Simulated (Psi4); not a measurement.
# One shape, several levels: doublet [TeCl2]+

Aim: a comparison of 6 runs (UHF/def2-SVP, U-revPBE/def2-SVP, UBLYP/def2-SVP, UMP2/def2-SVP, UCCSD/def2-SVP, UCCSD(T)/def2-SVP) of doublet [TeCl2]+. 

The calculation is run with Psi4 1.11.

**1. The structure to begin with**

The species is [TeCl2]+ (3 atoms), meant as a doublet with charge +1. As SMILES of the parent species, `Cl[Te]Cl`. Geometry: a GFN2-xTB relaxation, a rough one for these elements and not checked as a minimum. That shape belongs to the parent species and isn't relaxed for this state.

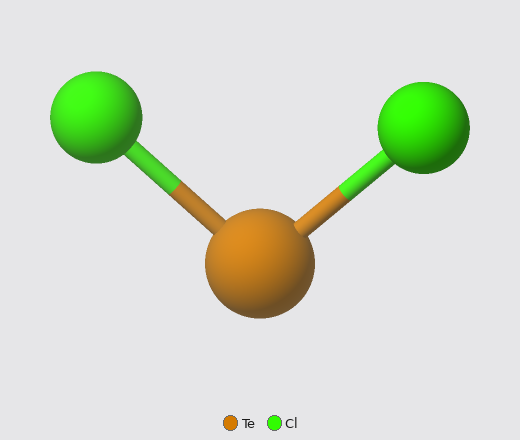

The structure, seen from a chosen angle (tellurium orange, chlorine green).

**2. A single-point energy at UHF/def2-SVP (core potential) (run 1)**

Input file cl2te.inp:

```
memory 1600 mb

molecule {
  1 2
  Te     0.005130    -0.007280    -1.036280
  Cl     1.730460    -0.018030     0.526920
  Cl    -1.735590     0.025320     0.509370
  symmetry c1
}

set basis def2-SVP
set reference uhf
set puream true
set e_convergence 1e-09
set d_convergence 1e-08
set scf_type pk
set maxiter 200

E = energy('scf')
```

The run is started by

```console
psi4 -i cl2te.inp -o cl2te.out -n 1
```

cl2te.out:

```text
[...]
    !!!  WARNING: ECP capability is in beta. Please check occupations closely.  !!!
[...]
  Running in c1 symmetry.
[...]
  Nuclear repulsion =  229.590786711664407
[...]
  Multiplicity = 2
[...]
  Nalpha       = 29
  Nbeta        = 28
[...]
    Number of basis functions: 62
[...]
   @UHF iter   1: -1185.33926397321716   -2.31932e+00   4.21883e-03 DIIS/ADIIS
[...]
   @UHF iter  17: -1185.41185665447824   -2.04636e-12   5.91850e-09 DIIS
[...]
   @S^2 Observed:                7.640869976E-01
[...]
  @UHF Final Energy: -1185.41185665447824
   => Energetics <=
    Nuclear Repulsion Energy =            229.5907867116644070
    One-Electron Energy =               -2179.8432240497418206
    Two-Electron Energy =                 764.8405806835992280
    Total Energy =                      -1185.4118566544782425
  UHF NO Occupations:
  HONO-2 :   27  A 1.9985073
  HONO-1 :   28  A 1.9962342
[...]
 Multipole Moments:
 ------------------------------------------------------------------------------------
     Multipole            Electronic (a.u.)      Nuclear  (a.u.)        Total (a.u.)
 ------------------------------------------------------------------------------------
 L = 1.  Multiply by 2.5417464519 to convert [e a0] to [Debye]
 Dipole X            :         -0.2078895            0.2027822           -0.0051073
 Dipole Y            :        -41.2757927           40.2504090           -1.0253837
 Dipole Z            :          0.0000002            0.0000000            0.0000002
 Magnitude           :                                                    1.0253964
[...]
```

Run time: 5.1 s. Hardware: 1 thread of Intel Xeon Platinum 8259CL at 2.50GHz (Skylake/Cascade Lake), shared host; peak memory 0.22 GiB.

**3. The energy at U-revPBE/def2-SVP (core potential) (run 2)**

Input file cl2te.xyz:

```xyz
3
Cl2Te
Te     0.005130    -0.007280    -1.036280
Cl     1.730460    -0.018030     0.526920
Cl    -1.735590     0.025320     0.509370
```

Input file run.py:

```python
import psi4

psi4.set_memory(1600000000)
psi4.set_num_threads(1)
psi4.core.set_output_file('output.dat', False)

with open('cl2te.xyz') as f:
    atoms = ''.join(f.readlines()[2:])
geom = psi4.geometry('1 2\n' + atoms + 'symmetry c1')

options = {'basis': 'def2-SVP', 'reference': 'uks', 'puream': True, 'e_convergence': 1e-09, 'd_convergence': 1e-08, 'scf_type': 'pk', 'dft_radial_points': 99, 'dft_spherical_points': 590, 'maxiter': 200}
psi4.set_options(options)

result, w = psi4.energy('revpbe', return_wfn=True)
psi4.oeprop(w, 'MAYER_INDICES', 'DIPOLE', 'WIBERG_LOWDIN_INDICES', title='REVPBE')
print(f'revpbe energy: {result:.10f} Eh')
```

The run is started by

```console
python run.py
```

output.dat:

```text
[...]
    !!!  WARNING: ECP capability is in beta. Please check occupations closely.  !!!
[...]
  Running in c1 symmetry.
[...]
  Nuclear repulsion =  229.590786711664407
[...]
  Multiplicity = 2
[...]
  Nalpha       = 29
  Nbeta        = 28
[...]
    Number of basis functions: 62
[...]
   @UKS iter   1: -1187.64095158544978   -1.52374e+00   5.68715e-03 DIIS/ADIIS
[...]
   @UKS iter  13: -1187.71592701394957   -4.54747e-13   2.19126e-09 DIIS
[...]
   @S^2 Observed:                7.514255828E-01
[...]
  @UKS Final Energy: -1187.71592701394957
   => Energetics <=
    Nuclear Repulsion Energy =            229.5907867116644070
    One-Electron Energy =               -2180.7628132934542009
    Two-Electron Energy =                 840.3000020582517209
    DFT Exchange-Correlation Energy =     -76.8439024904114518
    Empirical Dispersion Energy =           0.0000000000000000
    VV10 Nonlocal Energy =                  0.0000000000000000
    Total Energy =                      -1187.7159270139495675
[...]
 Multipole Moments:
 ------------------------------------------------------------------------------------
     Multipole            Electronic (a.u.)      Nuclear  (a.u.)        Total (a.u.)
 ------------------------------------------------------------------------------------
 L = 1.  Multiply by 2.5417464519 to convert [e a0] to [Debye]
 Dipole X            :         -0.2058562            0.2027822           -0.0030739
 Dipole Y            :        -40.8717942           40.2504090           -0.6213852
 Dipole Z            :         -0.0000000            0.0000000           -0.0000000
 Magnitude           :                                                    0.6213928
[...]
```

Standard output:

```text
revpbe energy: -1187.7159270139 Eh
```

Run time: 11 s. Hardware: 1 thread of Intel Xeon Platinum 8259CL at 2.50GHz (Skylake/Cascade Lake), shared host; peak memory 0.46 GiB.

Run 3 isn't shown in full; the table further down has it.

**4. The energy at UMP2/def2-SVP (core potential) (run 4)**

cl2te.xyz is that of step 3.

Input file cl2te.py:

```python
import psi4

psi4.set_memory(1600000000)
psi4.set_num_threads(1)
psi4.set_output_file('output.dat', False)

with open('cl2te.xyz') as f:
    atoms = ''.join(f.readlines()[2:])
molecule = psi4.geometry('1 2\n' + atoms + 'symmetry c1\nno_reorient\nno_com')

options = {'reference': 'uhf', 'puream': True, 'e_convergence': 1e-09, 'd_convergence': 1e-08, 'scf_type': 'pk', 'num_frozen_docc': 14, 'mp2_type': 'conv', 'maxiter': 200}
psi4.set_options(options)

e_tot = psi4.energy("mp2/def2-SVP")
print('E =', round(e_tot, 9))
for k, v in sorted(psi4.core.scalar_variables().items()):
    print(f'{k:45s} {v:18.10f}')
```

The run is started by

```console
python cl2te.py
```

output.dat:

```text
[...]
  Running in c1 symmetry.
[...]
  Nuclear repulsion =  229.590786711664407
[...]
  Multiplicity = 2
[...]
  Nalpha       = 29
  Nbeta        = 28
[...]
    Number of basis functions: 62
[...]
   @UHF iter   1: -1185.34335857102838   -2.31271e+00   4.08752e-03 DIIS/ADIIS
[...]
   @UHF iter  16: -1185.41185665448438   -5.00222e-12   7.31358e-09 DIIS
[...]
   @S^2 Observed:                7.640870007E-01
[...]
  @UHF Final Energy: -1185.41185665448438
   => Energetics <=
    Nuclear Repulsion Energy =            229.5907867116644070
    One-Electron Energy =               -2179.8432245892531682
    Two-Electron Energy =                 764.8405812231044365
    Total Energy =                      -1185.4118566544843816
  UHF NO Occupations:
  HONO-2 :   27  A 1.9985073
  HONO-1 :   28  A 1.9962341
[...]
 Multipole Moments:
 ------------------------------------------------------------------------------------
     Multipole            Electronic (a.u.)      Nuclear  (a.u.)        Total (a.u.)
 ------------------------------------------------------------------------------------
 L = 1.  Multiply by 2.5417464519 to convert [e a0] to [Debye]
 Dipole X            :         -0.0582375            0.0678601            0.0096226
 Dipole Y            :          0.0822411           -0.0959792           -0.0137381
 Dipole Z            :         11.7520227          -13.7076765           -1.9556537
 Magnitude           :                                                    1.9557257
[...]
	SCS-MP2 Total Energy (a.u.)        : -1185.76454287613296
	SOS-MP2 Total Energy (a.u.)        : -1185.73114232825719
	SCSN-MP2 Total Energy (a.u.)       : -1185.58821154726888
[...]
	SOS-PI-MP2 Total Energy (a.u.)     : -1185.78435660721925
[...]
	MP2 Total Energy (a.u.)            : -1185.77812969292245
[...]
```

Standard output:

```text
E = -1185.778129693
CURRENT CORRELATION ENERGY                         -0.3662730384
CURRENT ENERGY                                  -1185.7781296929
CURRENT REFERENCE ENERGY                        -1185.4118566545
DD SOLVATION ENERGY                                 0.0000000000
HF KINETIC ENERGY                                1021.1583292449
HF POTENTIAL ENERGY                             -2206.5701858994
HF TOTAL ENERGY                                 -1185.4118566545
HF VIRIAL RATIO                                     2.1608502058
MP2 CORRELATION ENERGY                             -0.3662730384
MP2 DOUBLES ENERGY                                 -0.3662730384
MP2 OPPOSITE-SPIN CORRELATION ENERGY               -0.2660713948
MP2 SAME-SPIN CORRELATION ENERGY                   -0.1002016436
MP2 SINGLES ENERGY                                  0.0000000000
MP2 TOTAL ENERGY                                -1185.7781296929
NUCLEAR REPULSION ENERGY                          229.5907867117
ONE-ELECTRON ENERGY                             -2179.8432245893
PCM POLARIZATION ENERGY                             0.0000000000
PE ENERGY                                           0.0000000000
SCF ITERATION ENERGY                            -1185.4118566545
SCF ITERATIONS                                     16.0000000000
SCF TOTAL ENERGY                                -1185.4118566545
SCS(N)-MP2 CORRELATION ENERGY                      -0.1763548928
SCS(N)-MP2 TOTAL ENERGY                         -1185.5882115473
SCS-MP2 CORRELATION ENERGY                         -0.3526862216
SCS-MP2 TOTAL ENERGY                            -1185.7645428761
SCS-MP2-VDW CORRELATION ENERGY                     -0.3906722072
SCS-MP2-VDW TOTAL ENERGY                        -1185.8025288617
SOS-MP2 CORRELATION ENERGY                         -0.3192856738
SOS-MP2 TOTAL ENERGY                            -1185.7311423283
SOS-PI-MP2 CORRELATION ENERGY                      -0.3724999527
SOS-PI-MP2 TOTAL ENERGY                         -1185.7843566072
TWO-ELECTRON ENERGY                               764.8405812231
```

Wall time 4.8 s (1 thread of Intel Xeon Platinum 8259CL at 2.50GHz (Skylake/Cascade Lake), shared host); peak memory 0.25 GiB.

Run 5 isn't shown in full; the table further down has it.

**5. The energy at UCCSD(T)/def2-SVP (core potential) (run 6)**

Input file cl2te.in:

```
memory 1600 MB

molecule {
  1 2
  Te     0.00969430    -0.01375721    -1.95828539
  Cl     3.27009547    -0.03407176     0.99573449
  Cl    -3.27978976     0.04784787     0.96256980
  units bohr
  symmetry c1
  no_reorient
  no_com
}

set {
  basis           def2-SVP
  reference       uhf
  puream          true
  e_convergence   1e-09
  d_convergence   1e-08
  scf_type        pk
  num_frozen_docc 14
  maxiter         200
}

E, wfn = energy("ccsd(t)", return_wfn=True)
print_variables()
```

The run is started by

```console
psi4 -n 1 cl2te.in cl2te.out
```

cl2te.out:

```text
[...]
    !!!  WARNING: ECP capability is in beta. Please check occupations closely.  !!!
[...]
  Running in c1 symmetry.
[...]
  Nuclear repulsion =  229.590786801263022
[...]
  Multiplicity = 2
[...]
  Nalpha       = 29
  Nbeta        = 28
[...]
    Number of basis functions: 62
[...]
   @UHF iter   1: -1185.34143101428981   -2.28111e+00   4.14132e-03 ADIIS/DIIS
[...]
   @UHF iter  17: -1185.41185665449188   -4.54747e-13   4.13447e-09 DIIS
[...]
   @S^2 Observed:                7.640870286E-01
[...]
  @UHF Final Energy: -1185.41185665449188
   => Energetics <=
    Nuclear Repulsion Energy =            229.5907868012630217
    One-Electron Energy =               -2179.8432240022780206
    Two-Electron Energy =                 764.8405805465230287
    Total Energy =                      -1185.4118566544921123
  UHF NO Occupations:
  HONO-2 :   27  A 1.9985073
  HONO-1 :   28  A 1.9962342
[...]
 Multipole Moments:
 ------------------------------------------------------------------------------------
     Multipole            Electronic (a.u.)      Nuclear  (a.u.)        Total (a.u.)
 ------------------------------------------------------------------------------------
 L = 1.  Multiply by 2.5417464519 to convert [e a0] to [Debye]
 Dipole X            :         -0.0582377            0.0678603            0.0096226
 Dipole Y            :          0.0822412           -0.0959792           -0.0137380
 Dipole Z            :         11.7520227          -13.7076764           -1.9556537
 Magnitude           :                                                    1.9557256
[...]
      * MP2 total energy                      = -1185.778129684670830
[...]
      * CCSD total energy                     = -1185.812081353396934
[...]
      * CCSD(T) total energy                     = -1185.825264454083253
[...]
```

Run time: 48 s. Hardware: 1 thread of Intel Xeon Platinum 8259CL at 2.50GHz (Skylake/Cascade Lake), shared host; peak memory 0.26 GiB.

**6. All runs side by side**

```tsv
run	level	integration grid	properties	energy (Eh)	HOMO energy (eV)	LUMO energy (eV)	⟨S²⟩	wall time
1	UHF/def2-SVP (core potential)	–	–	-1185.411857	-16.98	-7.51	0.764	5.1 s
2	U-revPBE/def2-SVP (core potential)	99 radial × 590 angular	(mayer, dipole, wiberg)	-1187.715927	-12.42	-11.53	0.751	11 s
3	UBLYP/def2-SVP (core potential)	99 radial × 590 angular	–	-1187.786544	-12.17	-11.44	0.751	11 s
4	UMP2/def2-SVP (core potential)	–	–	-1185.778130	-16.98	-7.51	0.764	4.8 s
5	UCCSD/def2-SVP (core potential)	–	–	-1185.812081	-16.98	-7.51	0.764	27 s
6	UCCSD(T)/def2-SVP (core potential)	–	–	-1185.825264	-16.98	-7.51	0.764	48 s
```

**7. What came out**

| quantity | value |
| --- | --- |
| run 6: total energy | -1185.82526 Eh |
| run 6: HOMO energy (Hartree–Fock orbitals) (highest over α and β) | -16.98 eV |
| run 6: LUMO energy (Hartree–Fock orbitals) (lowest over α and β) | -7.51 eV |
| run 6: correlation energy (14 core orbitals frozen) | -413.4 mEh |
| run 6: (T) correction | -13.18 mEh |
| run 6: ⟨S²⟩ of the reference determinant | 0.764 |
| run 6: T1 diagnostic | 0.027 |

In words: Below the UHF energy at the same shape and in the same basis (def2-SVP): UMP2 -366.3 mEh; UCCSD -400.2 mEh; UCCSD(T) -413.4 mEh. Totals of different functionals can't be ranked against each other. All runs together took 1.8 min, the longest 48 s.
